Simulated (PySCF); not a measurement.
C4H9F2Si (doublet)

```yaml
atoms:
  - { symbol: C, position_ang: [-0.6672, -1.6680, 0.1210] }
  - { symbol: C, position_ang: [-0.4437, -0.2105, 0.2715] }
  - { symbol: Si, position_ang: [-1.7814, 1.0446, -0.0062] }
  - { symbol: C, position_ang: [0.9402, 0.2101, 0.6368] }
  - { symbol: C, position_ang: [1.7763, 0.5016, -0.6117] }
  - { symbol: F, position_ang: [2.9891, 1.0070, -0.2722] }
  - { symbol: F, position_ang: [2.0299, -0.6338, -1.3065] }
  - { symbol: H, position_ang: [0.0548, -2.0996, -0.5777] }
  - { symbol: H, position_ang: [-1.6719, -1.8823, -0.2326] }
  - { symbol: H, position_ang: [-0.5184, -2.1844, 1.0746] }
  - { symbol: H, position_ang: [-1.1652, 2.3077, -0.4276] }
  - { symbol: H, position_ang: [-2.6973, 0.5460, -1.0333] }
  - { symbol: H, position_ang: [-2.5423, 1.2955, 1.2270] }
  - { symbol: H, position_ang: [0.9361, 1.1321, 1.2219] }
  - { symbol: H, position_ang: [1.4626, -0.5691, 1.2001] }
  - { symbol: H, position_ang: [1.2910, 1.2121, -1.2966] }
```

Geometry: GFN2-xTB.

Computed with UKS B3LYP, pcH-1 on C F H Si, non-relativistic, mean-field spin-orbit, GIAO in PySCF 2.14.0, density-fitted response routines.

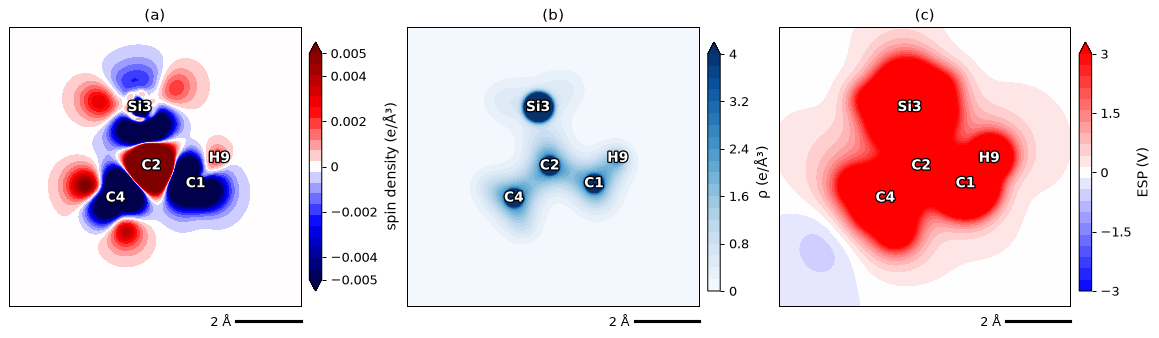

Figure 1. (a) spin density (α minus β); (b) electron density; (c) electrostatic potential on the plane of atoms C1, C2 and Si3.

### What does the map show?

The section cuts through C, Si and H sites. C–C (1.48 Å): ρ is about 1.7 e/Å³ halfway. C–Si (1.86 Å): ρ is about 0.97 e/Å³ halfway. C–H (1.09 Å): the density is about 2 e/Å³ at the midpoint. The unpaired spin (1 electron) lies mostly on C2 (about 0.6), in electrons by Hirshfeld's partition. Outside the dense part of the molecule the potential is most negative (−0.5 V) near F6, which lies off the plane.

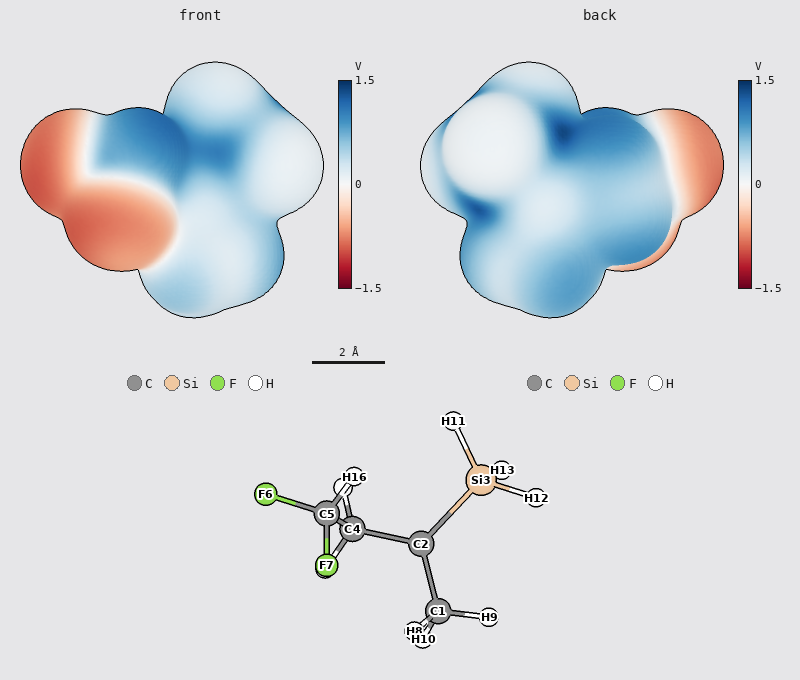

Figure 2. The electrostatic potential painted on the density surface at 0.002 e/bohr³, seen from the front and from behind; red is negative and blue positive. The bare structure is drawn below in the same view.

### Where is the surface potential most negative and most positive?

The most negative region (about −0.9 V) lies over F6 and F7, the most positive (about +1.3 V) over Si3.
